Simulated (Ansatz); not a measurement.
Input file:

```
basis:
  gaussian: {orbitals: def2-TZVPD}
crystal:
  periodic: [false, false, false]
  atoms:
    - symbol: F
      position_ang: [-1.296576, -2.514841, -0.005823]
    - symbol: F
      position_ang: [-0.185433, -2.771342, 2.305618]
    - symbol: F
      position_ang: [-0.634298, -0.422148, 1.344997]
    - symbol: Si
      position_ang: [-1.213474, -1.899880, 1.459495]
    - symbol: H
      position_ang: [-2.533687, -1.892304, 2.094994]
hamiltonian: {xc: pbe0}
output: {forces: true, orbitals: {seedname: orbitals}}
```

Run with:

```sh
ansatz run input.yaml --threads 1 --pin off --max-ram 2610MiB --events-out events.jsonl --progress --plain --runs-dir runs
```

Geometry: B3LYP/6-31G*.

These are results of isolated molecule in a Gaussian basis; Kohn-Sham density functional theory, functional PBE0 in Ansatz, not measurements.

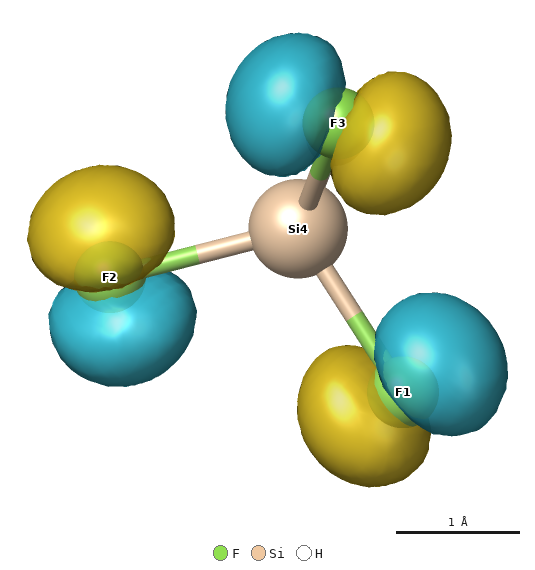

F$_{3}$HSi (SMILES F[SiH](F)F). The HOMO−1 at ±0.2 Å⁻³ᐟ² (yellow and cyan are the two phases), seen at a tilt.

Question: Describe this orbital and give its energy.

Answer: It lies mainly on F1 (about 30 %), F2 (about 30 %) and F3 (about 30 %); largely a combination of lone pairs on F1, F2 and F3. Its energy is −12.36 eV.
